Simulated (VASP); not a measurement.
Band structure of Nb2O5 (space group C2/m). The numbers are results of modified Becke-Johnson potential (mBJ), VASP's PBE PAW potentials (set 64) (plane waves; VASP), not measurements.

mBJ is a potential without an energy functional, so only the levels count.

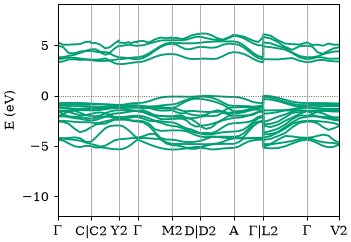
Fig. 1. Bands along high-symmetry lines, zero at the valence-band maximum or, without a gap, the Fermi level

**Question.** Read the plot: is there a gap, and where are the band edges?

**Answer.** The gap is indirect, 3.13 eV, from the valence maximum at L2 to the conduction minimum at Y2.

The structure comes from a computed database's Nb2O5 entry (C2/m); how it stands against other phases isn't given here. It was relaxed first. The k-mesh is coarse (spacing up to 0.43 per Å, 2π included), so the numbers may not be converged in it. The cell's shape comes from a PBE relaxation.
